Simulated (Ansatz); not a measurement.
# CH5AlFN (SMILES C[NH][AlH][F]): PBE0/def2-SVP

What is the energy change on altering one bond length of CH5AlFN at PBE0/def2-SVP? 

The calculation is run with Ansatz 0.2.0.

122 further runs of the same task are left out: 122 set aside as unsound or not needed. Runs told in other sessions of the task aren't counted.

**1. The molecule**

CH5AlFN: 9 atoms, total charge 0, spin state singlet. As SMILES, `C[NH][AlH][F]`. Geometry: relaxed at PBE0-D4/def2-TZVP. This is one conformer, not always the lowest.

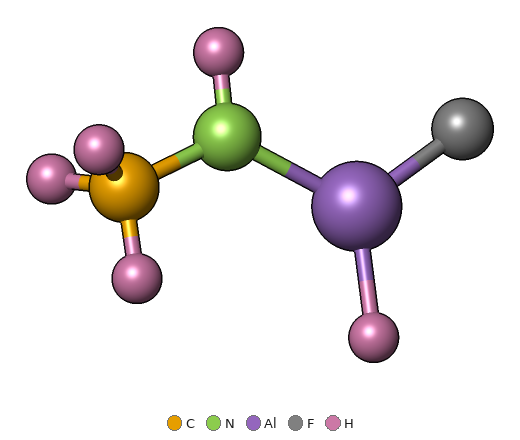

Viewed from a chosen angle; carbon amber, nitrogen green, aluminium purple, fluorine grey, hydrogen pink.

**2. A single-point energy at PBE0/def2-SVP**

input.yaml

```yaml
crystal:
  periodic: [false, false, false]
  atoms:
    - {symbol: C, position_ang: [-0.498500, 0.834500, -0.836100]}
    - {symbol: N, position_ang: [-0.009500, -0.442400, -0.359300]}
    - {symbol: Al, position_ang: [0.650300, -0.801700, 1.230200]}
    - {symbol: F, position_ang: [1.143100, -2.349500, 1.529300]}
    - {symbol: H, position_ang: [-1.557500, 0.796500, -1.116400]}
    - {symbol: H, position_ang: [-0.401400, 1.589000, -0.050800]}
    - {symbol: H, position_ang: [0.064700, 1.198400, -1.703100]}
    - {symbol: H, position_ang: [-0.081000, -1.165900, -1.058800]}
    - {symbol: H, position_ang: [0.778300, 0.294800, 2.347800]}
basis:
  gaussian:
    orbitals: def2-SVP
hamiltonian:
  xc: {name: PBE0}
accuracy: high
output: {orbitals: {seedname: orbitals}}
```

The run is started by

```bash
ansatz run input.yaml --threads 1 --pin off --max-ram 2610MiB --events-out events.jsonl --progress --plain --runs-dir runs
```

The program printed:

```text
Warning: RAYON_NUM_THREADS=1 ignored (pool sized by the plan → 1); use --threads N
Functional definition: PBE0
  name "PBE0"
  parameter a = 0.25
  parameter kappa = 0.804
  parameter beta = 0.06672455060314922
  exchange = (1 - a)*pbe_x(kappa = kappa, mu = beta*pi^2/3) + a*exact_x
  correlation = pbe_c(beta = beta)
1942 factors; integrals over basis functions are off by at most 8.1e-9 eV
mean field evaluation 1: about -11902.2850 eV, gradient 6.1e1 eV
mean field evaluation 2: about -11889.4857 eV, gradient 9.5e1 eV
mean field evaluation 4: about -11909.6815 eV, gradient 5.6e0 eV
mean field evaluation 8: about -11909.9106 eV, gradient 2.4e-1 eV
mean field evaluation 16: about -11909.9107 eV, gradient 5.2e-6 eV
mean field -11909.91073002 eV, -437.6811465007 hartree, gradient 2.5e-8 eV, S^2 0.000000; 0 other end points of the search recorded, 0 dependent functions left out
reference -11909.91073292 eV, -437.6811466074 hartree; 20, 20 occupied and 65, 65 virtual orbitals, 1942 factors
Total energy: -11909.91073292 eV, -437.6811466074 hartree
```

Wall time 6.9 s (1 thread of Arm Neoverse V2, shared host); peak memory 0.27 GiB.

**3. The distorted shape at the same level**

job.yaml

```yaml
crystal:
  periodic: [false, false, false]
  atoms:
    - {symbol: C, position_ang: [-0.572416, 1.066656, -0.880962]}
    - {symbol: N, position_ang: [-0.083416, -0.210244, -0.404162]}
    - {symbol: Al, position_ang: [0.576384, -0.569544, 1.185338]}
    - {symbol: F, position_ang: [1.143100, -2.349500, 1.529300]}
    - {symbol: H, position_ang: [-1.631416, 1.028656, -1.161262]}
    - {symbol: H, position_ang: [-0.475316, 1.821156, -0.095662]}
    - {symbol: H, position_ang: [-0.009216, 1.430556, -1.747962]}
    - {symbol: H, position_ang: [-0.154916, -0.933744, -1.103662]}
    - {symbol: H, position_ang: [0.704384, 0.526956, 2.302938]}
basis:
  gaussian: {orbitals: def2-SVP}
hamiltonian: {xc: pbe0}
accuracy: high
output: {orbitals: {seedname: orbitals}}
```

The run is started by

```bash
ansatz run job.yaml --threads 1 --pin off --max-ram 2610MiB --events-out events.jsonl --progress --plain --runs-dir runs
```

The program printed, cut to the lines that bear on the results:

```text
Warning: RAYON_NUM_THREADS=1 ignored (pool sized by the plan → 1); use --threads N
[... 7 set-up lines as earlier in the session ...]
1937 factors; integrals over basis functions are off by at most 7.6e-9 eV
mean field evaluation 1: about -11901.4352 eV, gradient 6.1e1 eV
mean field evaluation 2: about -11885.9707 eV, gradient 1.0e2 eV
mean field evaluation 4: about -11909.1351 eV, gradient 5.1e0 eV
mean field evaluation 8: about -11909.3587 eV, gradient 3.5e-1 eV
mean field evaluation 16: about -11909.3589 eV, gradient 5.4e-6 eV
mean field -11909.35894860 eV, -437.6608689077 hartree, gradient 3.1e-8 eV, S^2 0.000000; 0 other end points of the search recorded, 0 dependent functions left out
reference -11909.35895146 eV, -437.6608690126 hartree; 20, 20 occupied and 65, 65 virtual orbitals, 1937 factors
Total energy: -11909.35895146 eV, -437.6608690126 hartree
```

Run time: 6.9 s. Hardware: 1 thread of Arm Neoverse V2, shared host; peak memory 0.27 GiB.

**4. Summary of results**

At PBE0/def2-SVP:

| quantity | value |
| --- | --- |
| first shape: total energy | -437.68115 Eh |
| first shape: HOMO energy | -6.92 eV |
| first shape: LUMO energy | 0.07 eV |
| first shape: HOMO–LUMO gap | 6.99 eV |
| distorted shape: total energy | -437.66087 Eh |
| distorted shape: HOMO energy | -7.17 eV |
| distorted shape: LUMO energy | -0.31 eV |
| distorted shape: HOMO–LUMO gap | 6.85 eV |
| energy change with the Al3–F4 bond stretched from 1.652 to 1.899 Å | 0.552 eV |

What this shows: With the Al3–F4 bond stretched from 1.652 to 1.899 Å the energy rises by 0.55 eV (12.7 kcal/mol). The first shape isn't relaxed at this level, so the change isn't measured from a minimum.
